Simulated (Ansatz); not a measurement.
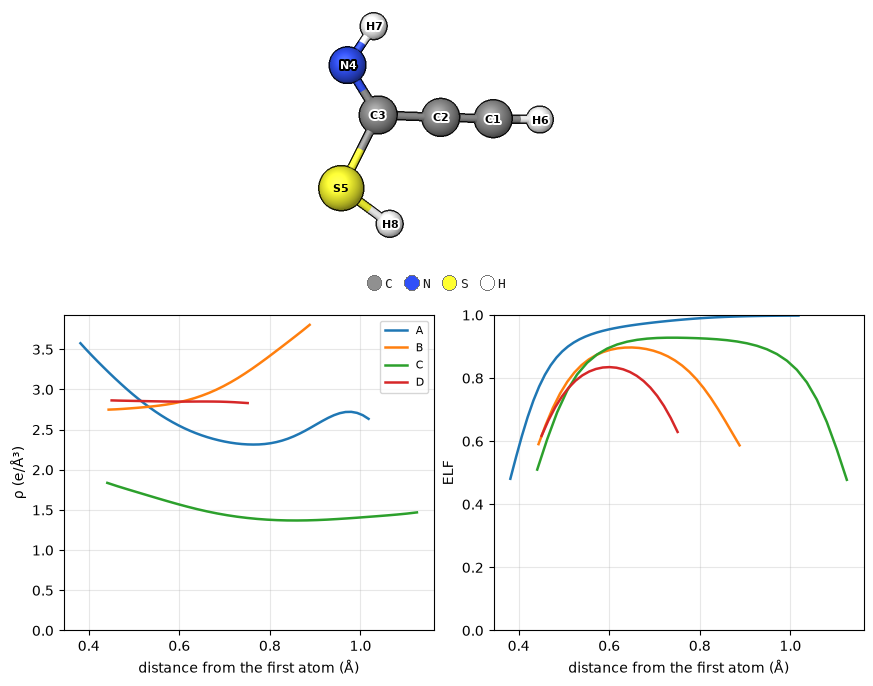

*C3H3NS (SMILES C#CC(=N)S). Electron density and ELF along straight lines between neighbouring atoms. The curves leave out the atomic cores. The structure is drawn too.*

Geometry: PBE0-D4/def2-TZVP.

The calculation used Ansatz 0.2.0, RKS PBE0-D4/def2-TZVPP.

```tsv
atom	x (Å)	y (Å)	z (Å)
C	1.1669	-0.4192	1.3582
C	0.4607	-0.1083	0.4372
C	-0.3676	0.2717	-0.6656
N	-0.0359	1.0592	-1.6027
S	-1.9870	-0.4265	-0.7073
H	1.7984	-0.6904	2.1719
H	0.9156	1.3952	-1.4694
H	-1.8591	-1.1389	0.4220
```

Q: Which curve belongs to which contact (C–C, C–N, C–S and N–H)? The first atom named is at distance zero.

A: Curve A: N–H (1.02 Å): the density is about 2.9 e/Å³ at the midpoint; the ELF climbs to about 1 towards the hydrogen, as it does in any bond to H: an ordinary covalent bond to hydrogen. Curve B: C–N (1.27 Å): ρ is about 2.9 e/Å³ halfway; the ELF peaks at about 0.90 between the atoms (a short, multiple covalent bond). Curve C: C–S (1.76 Å): ρ is about 1.4 e/Å³ halfway; the ELF peaks at about 0.95 between the atoms (a covalent bond). Curve D: C–C (1.20 Å): ρ at the midpoint is about 2.8 e/Å³; the ELF peaks at about 0.85 between the atoms; a short, multiple covalent bond.
